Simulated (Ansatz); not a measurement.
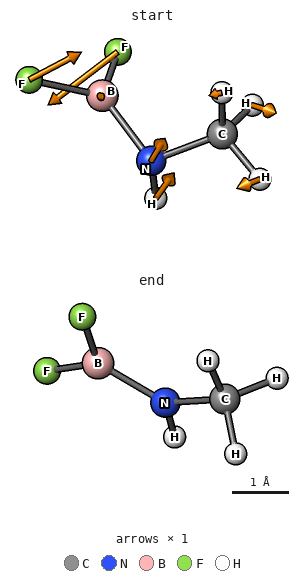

The structure of CH$_{4}$BF$_{2}$N before (top) and after (bottom) a relaxation, at one scale. The orange arrows give the displacements, at their true length.

The picture is a ball-and-stick view, seen from a free direction.

The run prepares the start of a later molecular dynamics calculation, from a guessed geometry.

Computed with RKS B3LYP-D4/6-31G* in Ansatz. Set-up: no spin polarisation; force threshold 0.02 eV/Å; at most 40 steps.

**Describe what moved and what it gained.**

An F atom moves most after the best rigid fit: 1.60 Å. By element the largest moves are F 1.60 Å, H 0.77 Å, N 0.76 Å, B 0.15 Å, C 0.08 Å. Some distances before and after: B–F 1.510 → 1.338 Å, B–N 1.515 → 1.397 Å, B–F 1.442 → 1.338 Å, C–H 1.180 → 1.098 Å. Bond angles that change, for instance: C–N–B 109.1° → 125.8°, B–N–H 107.5° → 118.4°, C–N–H 109.3° → 115.8°. Over 13 geometry steps the energy falls by 49.1 kcal/mol. The largest force component goes from 4 to 0.014 eV/Å.
